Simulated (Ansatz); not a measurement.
# How GaCo (Pm-3m) expands on warming, part 2 of 2

Wanted: α(T), C_P(T) and B(T) of GaCo in the quasi-harmonic approximation.

Ansatz 0.2.0; DFT LDA, scalar-relativistic, plane waves, PAW.

So far. Step 2 (A first coarse run): The start is under -13 GPa at this level and looks like a metal on this mesh.

### Step 4. Finding the static equilibrium

The vibrations must be taken about the equilibrium of this functional, not about the starting cell, so the structure is relaxed.

File input.yaml:

```yaml
crystal:
  lattice:
    - [2.8103674478, 0.0, 0.0]
    - [0.0, 2.8103674478, 0.0]
    - [0.0, 0.0, 2.8103674478]
  atoms:
    - { symbol: Ga, position: [0.5, 0.5, 0.5] }
    - { symbol: Co, position: [0.0, 0.0, 0.0] }
kpoints:
  mp_grid: { grid: [14, 14, 14] }
hamiltonian:
  xc: lda
scf:
  occupations: { method: gaussian, width: 0.1 }
  lower_state_search: "off"
output:
  forces: true
  stress: true
  eigenvalues: true
  write_density: true
  write_potential: true
  elf: true
  volumetric_format: npy
relax:
  adjacent_minimum: "off"
  f_tol: 0.005
  max_steps: 80
  cell: { stress_tol: 0.05 }
```

On the command line:

```console
ansatz run input.yaml --threads 8 --pin off --max-ram 16384MiB --backend cpu --events-out ev --progress --plain --runs-dir out
```

Numbers of over 12 decimals in the logs are rounded to 6 here.

What it wrote:

```text
[...]
Crystal: 2 atoms, lattice volume = 22.197 Å³
Basis set: ecut = 420 eV, 461 PW (Γ)
Bands: 19, of which v1, the nominal top of the filled ones, is band 15 counted from 1 (14 counted from 0)
Symmetry: 48 space group operations
[...]
k-points: 120 of 2744
[...]
SCF iter   1: F=—  HF=-8770.508104 eV  |F-HF|=—  |Δ(HF+E_count)|=         —  Δρ=2.08e-2  dr2=4.99e-2  ethr=1.77e-3  ⟨swp⟩=5.0  Hψ=9371  notcnv=0
[...]
SCF iter   6: F=-8770.500914 eV  HF=-8770.500914 eV  |F-HF|=4.79e-9  |Δ(HF+E_count)|=   5.86e-7  Δρ=1.09e-5  dr2=3.16e-9  ethr=3.33e-10  ⟨swp⟩=9.4  Hψ=17335  notcnv=0
SCF 1 converged in 6 iterations: F = -8770.500914 eV  dr2 = 3.16e-9
  Residual-converged pass: ⟨swp⟩=1.0  Hψ=2764  notcnv=0  max |occ|·‖R‖ = 7.0e-9 eV (tolerance 1.0e-8 eV)  dr2=3.16e-9  dr2_onsite=9.45e-9  max |Δocc| = 1.1e-10
[...]
relax step   1: F+E_penalty+E_count = -8770.50091433 eV  Δ(F+E_penalty+E_count) = +0.000e0 eV  max|allowed force component| = 1.173e-28 eV/Å  Δτ_max = 0.0000 Å  P = -0.180 GPa  Ω = 22.197 Å³  (6 SCF iters, dr2 threshold 1.00e-7 eV, accepted)
Crystal: 2 atoms, lattice volume = 22.186 Å³
[...]
SCF iter   6: F=-8770.500933 eV  HF=-8770.500933 eV  |F-HF|=1.82e-12  |Δ(HF+E_count)|=  7.28e-12  Δρ=3.20e-8  dr2=2.77e-14  ethr=1.00e-12  ⟨swp⟩=4.6  Hψ=10678  notcnv=0
SCF 2 converged in 6 iterations: F = -8770.500933 eV  dr2 = 2.77e-14
relax step   2: F+E_penalty+E_count = -8770.50093326 eV  Δ(F+E_penalty+E_count) = -1.893e-5 eV  max|allowed force component| = 3.944e-30 eV/Å  Δτ_max = 0.0000 Å  P = -0.072 GPa  Ω = 22.186 Å³  energy of the carried Pulay correction = +1.034e-5 eV  (6 SCF iters, accepted)
Crystal: 2 atoms, lattice volume = 22.179 Å³
[...]
SCF iter   6: F=-8770.500942 eV  HF=-8770.500942 eV  |F-HF|=3.64e-12  |Δ(HF+E_count)|=    0.00e0  Δρ=3.46e-8  dr2=1.56e-13  ethr=1.00e-12  ⟨swp⟩=4.5  Hψ=10573  notcnv=0
SCF 3 converged in 6 iterations: F = -8770.500942 eV  dr2 = 1.56e-13
relax step   3: F+E_penalty+E_count = -8770.50094179 eV  Δ(F+E_penalty+E_count) = -8.526e-6 eV  max|allowed force component| = 2.301e-30 eV/Å  Δτ_max = 0.0000 Å  P = +0.000 GPa  Ω = 22.179 Å³  energy of the carried Pulay correction = +1.724e-5 eV  (6 SCF iters, accepted)
[...]
SCF iter   8: F=-8770.500918 eV  HF=-8770.500918 eV  |F-HF|=1.82e-12  |Δ(HF+E_count)|=  1.82e-12  Δρ=4.16e-10  dr2=2.94e-17  ethr=1.00e-12  ⟨swp⟩=2.1  Hψ=6669  notcnv=0
SCF 4 converged in 8 iterations: F = -8770.500918 eV  dr2 = 2.94e-17
relax step   4: F+E_penalty+E_count = -8770.50091783 eV  Δ(F+E_penalty+E_count) = +2.395e-5 eV  max|allowed force component| = 2.301e-30 eV/Å  Δτ_max = 0.0000 Å  P = -0.001 GPa  Ω = 22.179 Å³  stress off target by 7.17e-4 GPa  SCF on the basis re-selected at this cell (its energy is not comparable with the rows above)  (8 SCF iters)
[...]
SCF converged after 8 iterations
Free energy (F): -8770.500918 eV
[...]
Internal energy: -8770.494722 eV  (E = F + TS)
E sigma→0 (E₀):  -8770.497820 eV
Entropy (-TS):   -0.006196 eV (-3.098 meV/atom)
Fermi energy:    18.059423 eV
[...]
--- Stress (GPa, compression-positive) ---
       -0.000717      -0.000000       0.000000
       -0.000000      -0.000717      -0.000000
        0.000000      -0.000000      -0.000717
  P = ⅓ Tr σ = -0.0007 GPa (-0.007 kbar)
--- Band table (eV; the first three rows and the last of 120) ---
  k-point 0: bands = [... 11 lower, 15.1881, 17.2509, 17.2509, 17.2509, 23.4224, 23.4224, 23.4224, 29.6273]
  k-point 1: bands = [... 11 lower, 15.1984, 17.1756, 17.1756, 17.2508, 22.6732, 23.6091, 23.6091, 29.6397]
  k-point 2: bands = [... 11 lower, 15.2276, 16.9796, 16.9796, 17.2505, 21.1677, 24.1396, 24.1396, 29.6767]
  k-point 119: bands = [... 11 lower, 13.5391, 17.7924, 17.7924, 18.9639, 22.0615, 22.0615, 22.0615, 23.1934]
--- Relaxed structure (3 steps of the walk, 3 accepted, 1 SCFs on fresh bases) ---
[...]
cell:  # Å, volume = 22.1785 Å³
    - [2.809599, 0, 0]
    - [0, 2.809599, 0]
    - [0, 0, 2.809599]
  atoms:
    - { symbol: Ga, position: [0.5, 0.5, 0.5] }
    - { symbol: Co, position: [0, 0, 0] }
```

Run time: 3.7 s. Hardware: 8 threads of Arm Neoverse N1, shared host; peak memory 0.4 GiB.

Little changed from the start: no atom moved by 0.005 Å and no cell edge by 0.1 %.

Numbers from this step:

- pressure: -7.17e-4 GPa
- volume per atom: 11.09 Å³/atom

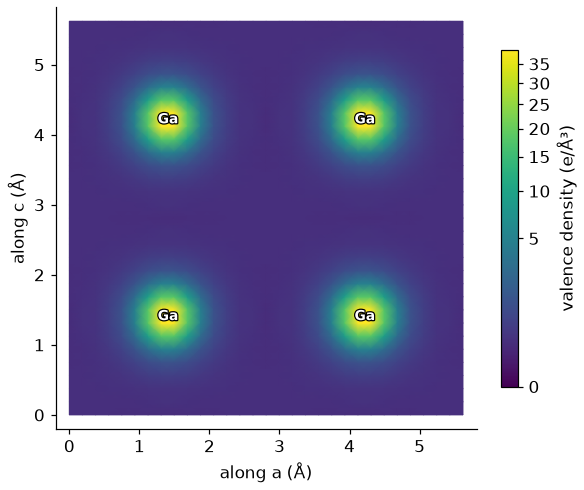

Valence density in the ac plane at fractional y = 0.500, with atoms of Ga within 0.2 Å of it. It is the smooth field of the valence electrons, not physical close to the nuclei. The colour scale is stretched toward low values.

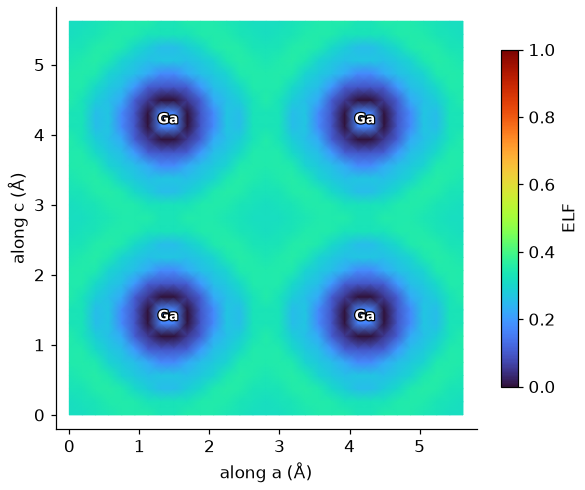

ELF in the ac plane at fractional y = 0.500, with atoms of Ga within 0.2 Å of it. It is the smooth field of the valence electrons, not physical close to the nuclei.

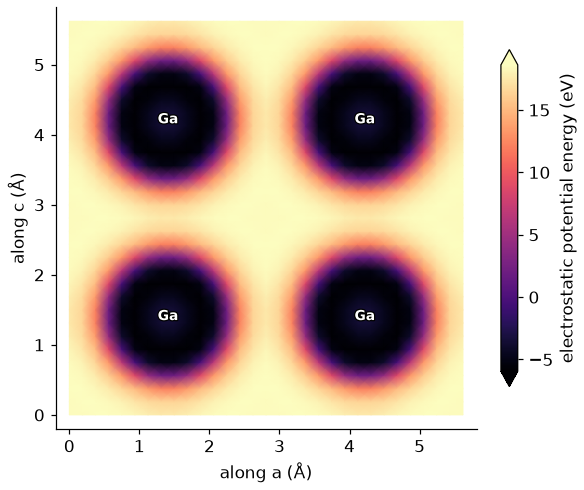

Electrostatic potential energy in the ac plane at fractional y = 0.500, with atoms of Ga within 0.2 Å of it. With pseudopotentials it is smooth inside the atoms' cores, unlike the true potential.

### Step 5. Tight relaxation

The thresholds are tightened for a last relaxation ahead of the phonons, and where mesh or smearing change with them the cell follows.

File input.yaml:

```yaml
crystal:
  lattice:
    - [2.8095988795, 0.0, 0.0]
    - [0.0, 2.8095988795, 0.0]
    - [0.0, 0.0, 2.8095988795]
  atoms:
    - { symbol: Ga, position: [0.5, 0.5, 0.5] }
    - { symbol: Co, position: [0.0, 0.0, 0.0] }
kpoints:
  mp_grid: { grid: [16, 16, 16] }
hamiltonian:
  xc: lda
scf:
  occupations: { method: methfessel_paxton, width: 0.2 }
  lower_state_search: "off"
output:
  forces: true
  stress: true
  eigenvalues: true
relax:
  adjacent_minimum: "off"
  f_tol: 0.001
  max_steps: 60
  cell: { stress_tol: 0.01 }
```

What it wrote:

```text
[...]
Crystal: 2 atoms, lattice volume = 22.179 Å³
Basis set: ecut = 420 eV, 461 PW (Γ)
Bands: 19, of which v1, the nominal top of the filled ones, is band 15 counted from 1 (14 counted from 0)
Symmetry: 48 space group operations
[...]
k-points: 165 of 4096
[...]
k-point 164: bands = [... 11 lower, 13.5402, 17.7912, 17.7912, 18.9689, 22.0650, 22.0650, 22.0650, 23.1960]
--- Relaxed structure (3 steps of the walk, 3 accepted, 1 SCFs on fresh bases) ---
[...]
cell:  # Å, volume = 22.1750 Å³
    - [2.809450, 0.0, 0.0]
    - [0.0, 2.809450, 0]
    - [0.0, 0, 2.809450]
  atoms:
    - { symbol: Ga, position: [0.5, 0.5, 0.5] }
    - { symbol: Co, position: [0, 0, 0] }
[key lines of the parts left out:]
SCF converged after 5 iterations
Free energy (F): -8770.497981 eV
Fermi energy:    18.046989 eV
P = ⅓ Tr σ = -0.0003 GPa (-0.003 kbar)
```

The job ended after 4 s (8 threads; peak memory 0.41 GiB; 26 s of CPU time).

Little changed from the start: no atom moved by 0.005 Å and no cell edge by 0.1 %.

This step gave:

```
pressure : -2.70e-4 GPa
```

The residual pressure is -2.7e-4 GPa, small enough for phonons.

### Step 6. The quasi-harmonic study

The study relaxes the crystal at several strains, solves the phonons on some of them and minimises the free energy at each temperature (static energy, vibrations, the electrons in a metal, and PV under a set pressure); the q-mesh sets how far the force constants reach.

input.yaml, the sections that differ from step 5:

```yaml
crystal:
  lattice:
    - [2.8094504744, 0.0, 0.0]
    - [0.0, 2.8094504744, 0.0]
    - [0.0, 0.0, 2.8094504744]
  atoms:
    - { symbol: Ga, position: [0.5, 0.5, 0.5] }
    - { symbol: Co, position: [0.0, 0.0, 0.0] }
output:
  eigenvalues: true
phonons:
  method: dfpt
  qmesh: [4, 4, 4]
  temperatures: { t_max: 530.0, t_step: 50 }
  thermal_expansion: {}
# kpoints, hamiltonian, scf: as in step 5
# relax: removed
```

What it wrote:

```text
[...]
Crystal: 2 atoms, lattice volume = 22.175 Å³
Basis set: ecut = 487.2 eV, 515 PW (Γ), exchange–correlation on 48×48×48 points (8 copies of the dense FFT grid, shifted against one another)
Bands: 19, of which v1, the nominal top of the filled ones, is band 15 counted from 1 (14 counted from 0)
Symmetry: 48 space group operations
[...]
k-points: 165 of 4096
[...]
SCF iter   1: F=—  HF=-8770.507751 eV  |F-HF|=—  |Δ(HF+E_count)|=         —  Δρ=2.15e-2  dr2=5.29e-2  ethr=1.77e-3  ⟨swp⟩=4.7  Hψ=12882  notcnv=0
[...]
SCF iter   8: F=-8770.500065 eV  HF=-8770.500065 eV  |F-HF|=0.00e0  |Δ(HF+E_count)|=  1.82e-11  S|Δr|=    0.00e0  Δρ=7.71e-8  dr2=3.40e-13  ethr=1.00e-12  ⟨swp⟩=5.1  Hψ=13595  notcnv=0
SCF 1 converged in 8 iterations: F = -8770.500065 eV  dr2 = 3.40e-13
[...]
relax step   1: F+E_penalty+E_count = -8770.50006484 eV  Δ(F+E_penalty+E_count) = +0.000e0 eV  max|allowed force component| = 1.775e-30 eV/Å  Δτ_max = 0.0000 Å  (8 SCF iters, accepted)
SCF converged after 8 iterations
[...]
Free energy (F): -8770.500065 eV
[...]
Internal energy: -8770.499496 eV  (E = F + TS)
E sigma→0 (E₀):  -8770.499923 eV
Entropy (-TS):   -0.000568 eV (-0.284 meV/atom)
Fermi energy:    18.046881 eV
[...]
--- Stress (GPa, compression-positive) ---
       -0.011396      -0.000000       0.000000
       -0.000000      -0.011396       0.000000
        0.000000       0.000000      -0.011396
  P = ⅓ Tr σ = -0.0114 GPa (-0.114 kbar)
--- Band table (eV; the first three rows and the last of 165) ---
  k-point 0: bands = [... 11 lower, 15.1874, 17.2509, 17.2509, 17.2509, 23.4265, 23.4265, 23.4265, 29.6303]
  k-point 1: bands = [... 11 lower, 15.1954, 17.1928, 17.1928, 17.2509, 22.8352, 23.5699, 23.5699, 29.6398]
  k-point 2: bands = [... 11 lower, 15.2181, 17.0367, 17.0367, 17.2506, 21.5642, 23.9822, 23.9822, 29.6682]
  k-point 164: bands = [... 11 lower, 13.5402, 17.7912, 17.7912, 18.9692, 22.0643, 22.0643, 22.0643, 23.1960]
── thermal expansion: 3 new cells, 3 in all ──
thermal expansion: relaxation of cell 2
thermal expansion: relaxation of cell 3
── thermal expansion: 2 new cells, 5 in all ──
thermal expansion: relaxation of cell 4
thermal expansion: electrons of cell 4
thermal expansion: phonons of cell 4
WARN: thermal expansion, phonons of cell 4: eigensolver did not converge (k=83): 1 band(s) unlocked after 20 sweeps at ethr=1.00e-12 eV (lowest unlocked band 18, counted from 0; max residual 2.40e-6 eV among the unlocked bands, 2.40e-6 eV over every band)
thermal expansion: relaxation of cell 5
thermal expansion: electrons of cell 1
thermal expansion: electrons of cell 2
thermal expansion: electrons of cell 3
thermal expansion: electrons of cell 5
thermal expansion: phonons of cell 5
[...]
── thermal expansion: 5 new cells, 10 in all ──
thermal expansion: relaxation of cell 6
thermal expansion: relaxation of cell 7
thermal expansion: relaxation of cell 8
thermal expansion: relaxation of cell 9
thermal expansion: relaxation of cell 10
thermal expansion: electrons of cell 6
thermal expansion: electrons of cell 7
thermal expansion: electrons of cell 8
thermal expansion: electrons of cell 9
thermal expansion: electrons of cell 10
thermal expansion: phonons of cell 6
[...]
thermal expansion: phonons of cell 7
[...]
WARN: thermal expansion: eigensolver_not_converged in the phonons of 4 cells: 4, 5, 6, 7
--- Relaxed structure (1 steps of the walk, 1 accepted, 0 SCFs on fresh bases) ---
  F+E_penalty+E_count = -8770.50006484 eV   max|allowed force component| = 1.775e-30 eV/Å
  atoms:
    - { symbol: Ga, position: [0.5, 0.5, 0.5] }
    - { symbol: Co, position: [0.0, 0.0, 0.0] }
--- Thermal expansion: 10 cells in 3 rounds, 0 GPa ---
  no lower state was looked for at cell 4: scf.lower_state_search: off
  without vibrations: a 2.80930, b 2.80930, c 2.80930 Å, V 22.1716 Å³, B 218.89 GPa
  at 0 K: a 2.81428, b 2.81428, c 2.81428 Å, V 22.2895 Å³, B 215.03 GPa
  zero-point expansion: a +0.177, b +0.177, c +0.177, V +0.532 %
      T/K        a/Å        b/Å        c/Å       V/Å³ | expansion of a, b, c, V (1e-6/K)   | that of V in the mean from 25 °C | C_P, C_V (J/mol K of the cell) | B_T, B_S (GPa)
     0.00    2.81428    2.81428    2.81428    22.2895 |    0.00    0.00    0.00    0.00 |   23.13 |     0.000     0.000 |   215.03   215.03
    50.00    2.81435    2.81435    2.81435    22.2911 |    1.93    1.93    1.93    5.80 |   27.50 |     8.407     8.402 |   214.85   214.97
   100.00    2.81497    2.81497    2.81497    22.3060 |    6.67    6.67    6.67   20.01 |   31.11 |    27.488    27.373 |   213.55   214.45
   150.00    2.81612    2.81612    2.81612    22.3333 |    9.38    9.38    9.38   28.15 |   33.37 |    37.980    37.641 |   211.60   213.50
   200.00    2.81755    2.81755    2.81755    22.3675 |   10.83   10.83   10.83   32.49 |   34.89 |    43.332    42.736 |   209.42   212.34
   250.00    2.81915    2.81915    2.81915    22.4054 |   11.71   11.71   11.71   35.12 |   36.00 |    46.379    45.517 |   207.13   211.05
   298.15    2.82078    2.82078    2.82078    22.4443 |   12.29   12.29   12.29   36.86 |       - |    48.258    47.137 |   204.87   209.74
   300.00    2.82084    2.82084    2.82084    22.4458 |   12.30   12.30   12.30   36.91 |   36.89 |    48.317    47.186 |   204.78   209.69
   350.00    2.82261    2.82261    2.82261    22.4881 |   12.76   12.76   12.76   38.28 |   37.63 |    49.675    48.269 |   202.38   208.27
   400.00    2.82444    2.82444    2.82444    22.5318 |   13.14   13.14   13.14   39.42 |   38.30 |    50.706    49.019 |   199.94   206.81
   450.00    2.82632    2.82632    2.82632    22.5769 |   13.47   13.47   13.47   40.42 |   38.90 |    51.542    49.568 |   197.45   205.31
   500.00    2.82825    2.82825    2.82825    22.6231 |   13.79   13.79   13.79   41.36 |   39.46 |    52.260    49.989 |   194.93   203.78
  the static fit leaves 0.000 meV an atom of the energies and, of the stresses, 0.000 GPa of each cell's largest along a strain (root mean squares over the cells), whose Pulay part it has at -0.027 GPa
  vibrations' free energy: its fit passes through its cells
  the electrons' free energy at temperature is in it; its fit leaves 0.0000 meV an atom at the most
  free energies summed between the sampled wave vectors
  estimated error of the fitted expansion in any direction: up to 0.033e-6/K, at 500 K, with few degrees of freedom (an estimate, not a bound: it was exceeded on models of known expansion)
  by sums over the sampled wave vectors an expansion of the volume parts by up to 0.27e-6/K
  by a static energy of one degree less an expansion of the volume parts by up to 0.03e-6/K
  eigensolver_not_converged in the phonons of 4 cells: 4, 5, 6, 7
```

Run time: 51 min. Hardware: 8 threads; peak memory 3.5 GiB.

This step gave:

| Quantity | Value |
| --- | --- |
| pressure | -0.01140 GPa |
| volume expansion coefficient at 298 K | 36.86 1e-6/K |
| C_P at 298 K | 24.13 J/mol-atom/K |
| entropy at 298 K | 29.19 J/mol-atom/K |
| isothermal bulk modulus at 298 K | 204.9 GPa |
| Grüneisen parameter at 298 K | 2.165 |
| volume at 298 K | 11.22 Å³/atom |
| principal linear expansion coefficients at 298 K | 12.29, 12.29, 12.29 1e-6/K |

Strained cells of the study; zero-point energy where phonons were solved; the pressures are stresses at a fixed cutoff and can carry an offset from the finite basis. Expansion cells, by row:

| cell | \|a\| (Å) | \|b\| (Å) | \|c\| (Å) | V (Å³/atom) | E - E_lowest (meV/atom) | pressure, compression positive (GPa) | gap (eV) | zero-point energy (meV/atom) |
| --- | --- | --- | --- | --- | --- | --- | --- | --- |
| 1 | 2.809 | 2.809 | 2.809 | 11.09 | 0 | -0.038 | - | - |
| 2 | 2.832 | 2.832 | 2.832 | 11.36 | 4.248 | -4.978 | - | - |
| 3 | 2.787 | 2.787 | 2.787 | 10.83 | 4.397 | 5.488 | - | - |
| 4 | 2.81 | 2.81 | 2.81 | 11.09 | 0 | -0.083 | - | 36.89 |
| 5 | 2.824 | 2.824 | 2.824 | 11.26 | 1.728 | -3.238 | - | 35.7 |
| 6 | 2.818 | 2.818 | 2.818 | 11.19 | 0.645 | -2.012 | - | 36.17 |
| 7 | 2.835 | 2.835 | 2.835 | 11.39 | 5.51 | -5.629 | - | 34.74 |
| 8 | 2.782 | 2.782 | 2.782 | 10.76 | 6.839 | 6.927 | - | - |
| 9 | 2.796 | 2.796 | 2.796 | 10.93 | 1.658 | 3.301 | - | - |
| 10 | 2.848 | 2.848 | 2.848 | 11.55 | 12.17 | -8.142 | - | - |

Quasi-harmonic; a, b, c are the run's own cell vectors. Expansion, by row:

| T (K) | a (Å) | b (Å) | c (Å) | alpha (deg) | beta (deg) | gamma (deg) | cell volume (Å³/cell) | alpha_a (1e-6/K) | alpha_b (1e-6/K) | alpha_c (1e-6/K) | alpha_V (1e-6/K) | C_P (J/mol-atom/K) | C_V (J/mol-atom/K) | S (J/mol-atom/K) | B_T (GPa) | B_S (GPa) | Grueneisen | extrapolation | fit error (1e-6/K) |
| --- | --- | --- | --- | --- | --- | --- | --- | --- | --- | --- | --- | --- | --- | --- | --- | --- | --- | --- | --- |
| 0 | 2.814 | 2.814 | 2.814 | 90 | 90 | 90 | 22.29 | 0 | 0 | 0 | 0 | 0 | 0 | 0 | 215 | 215 | - | 0 | 0 |
| 50 | 2.814 | 2.814 | 2.814 | 90 | 90 | 90 | 22.29 | 1.93 | 1.93 | 1.93 | 5.8 | 4.204 | 4.201 | 1.41 | 214.8 | 215 | 1.989 | 0 | 0 |
| 100 | 2.815 | 2.815 | 2.815 | 90 | 90 | 90 | 22.31 | 6.67 | 6.67 | 6.67 | 20.01 | 13.74 | 13.69 | 7.449 | 213.6 | 214.4 | 2.097 | 0 | 0.01 |
| 150 | 2.816 | 2.816 | 2.816 | 90 | 90 | 90 | 22.33 | 9.38 | 9.38 | 9.38 | 28.15 | 18.99 | 18.82 | 14.14 | 211.6 | 213.5 | 2.129 | 0 | 0.01 |
| 200 | 2.818 | 2.818 | 2.818 | 90 | 90 | 90 | 22.37 | 10.83 | 10.83 | 10.83 | 32.49 | 21.67 | 21.37 | 20.01 | 209.4 | 212.3 | 2.145 | 0 | 0.01 |
| 250 | 2.819 | 2.819 | 2.819 | 90 | 90 | 90 | 22.41 | 11.71 | 11.71 | 11.71 | 35.12 | 23.19 | 22.76 | 25.02 | 207.1 | 211.1 | 2.156 | 0 | 0.01 |
| 298.1 | 2.821 | 2.821 | 2.821 | 90 | 90 | 90 | 22.44 | 12.29 | 12.29 | 12.29 | 36.86 | 24.13 | 23.57 | 29.19 | 204.9 | 209.7 | 2.165 | 0 | 0.01 |
| 300 | 2.821 | 2.821 | 2.821 | 90 | 90 | 90 | 22.45 | 12.3 | 12.3 | 12.3 | 36.91 | 24.16 | 23.59 | 29.34 | 204.8 | 209.7 | 2.166 | 0 | 0.01 |
| 350 | 2.823 | 2.823 | 2.823 | 90 | 90 | 90 | 22.49 | 12.76 | 12.76 | 12.76 | 38.28 | 24.84 | 24.14 | 33.12 | 202.4 | 208.3 | 2.174 | 0 | 0.01 |
| 400 | 2.824 | 2.824 | 2.824 | 90 | 90 | 90 | 22.53 | 13.14 | 13.14 | 13.14 | 39.42 | 25.35 | 24.51 | 36.47 | 199.9 | 206.8 | 2.182 | 0 | 0.01 |
| 450 | 2.826 | 2.826 | 2.826 | 90 | 90 | 90 | 22.58 | 13.47 | 13.47 | 13.47 | 40.42 | 25.77 | 24.78 | 39.48 | 197.4 | 205.3 | 2.189 | 0 | 0.02 |
| 500 | 2.828 | 2.828 | 2.828 | 90 | 90 | 90 | 22.62 | 13.79 | 13.79 | 13.79 | 41.36 | 26.13 | 24.99 | 42.21 | 194.9 | 203.8 | 2.197 | 0 | 0.03 |

Table of expansion coefficient by temperature; values in 1e-6/K:

| temperature (K) | volume | principal 1 |
| --- | --- | --- |
| 0 | 0 | 0 |
| 50 | 5.8 | 1.93 |
| 100 | 20.0 | 6.67 |
| 150 | 28.1 | 9.38 |
| 200 | 32.5 | 10.8 |
| 250 | 35.1 | 11.7 |
| 298 | 36.9 | 12.3 |
| 300 | 36.9 | 12.3 |
| 350 | 38.3 | 12.8 |
| 400 | 39.4 | 13.1 |
| 450 | 40.4 | 13.5 |
| 500 | 41.4 | 13.8 |

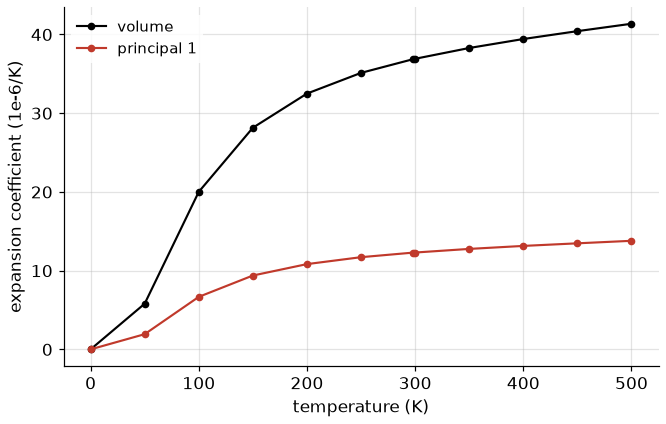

Expansion coefficient against temperature.

At 298 K the volume expansion is 36.9 × 10⁻⁶/K and B_T is 205 GPa. The program raised the cutoff to 487.2 eV by itself: with no cutoff typed, the study takes about 1.16 times the default for its relaxations and scales it with the volume for the phonons.

### Step 7. Outcome

```yaml
settings_of_these_figures: LDA, 487.2 eV, k 16×16×16, q 4×4×4
volume_expansion_coefficient_at_298_k: 36.86 1e-6/K
c_p_at_298_k: 24.13 J/mol-atom/K
entropy_at_298_k: 29.19 J/mol-atom/K
isothermal_bulk_modulus_at_298_k: 204.9 GPa
grueneisen_parameter_at_298_k: 2.165
volume_at_298_k: 11.22 Å³/atom
principal_linear_expansion_coefficients_at_298_k: 12.29, 12.29, 12.29 1e-6/K
```

**Reading.** Near room temperature GaCo expands by 36.9 × 10⁻⁶/K in volume by LDA, with C_P = 24.1 J/(mol K) per mole of atoms and B_T = 205 GPa. C_P at room temperature is 97 % of the classical 3R an atom; C_V is 94 %, and the rest is expansion work. In this metal the study includes the electrons' free energy, which adds a term that grows with temperature, so the heat capacities need not level off at 3R. The log notes that a few bands missed the eigensolver's threshold in the phonon runs. The PAW files were made for PBE and are used here under another functional, for which the program regenerates the frozen cores. The cell of these runs is 7 % smaller in volume than the database cell; frequencies and all that rests on them shift with it. The run has no spin polarisation although the cell holds an element with an open d or f shell; a magnetic state could change the volume and the force constants.

[Logs are printed without paths, hosts, clocks, repeated set-up lines and the standing remarks that a program may print on its own settings, such as how far it seeks lower states.]

[Hosts, paths, dates, database ids (printed as entryN), source tags and the programs' standing remarks are cut or masked in the printed files.]

[A step with changed settings may run another functional than the one named; its input shows which.]

[Pressures of single members of a volume series are the stress at the run's cutoff; with an incomplete basis they can lie off −dE/dV of the same runs, and they are not shown converged.]
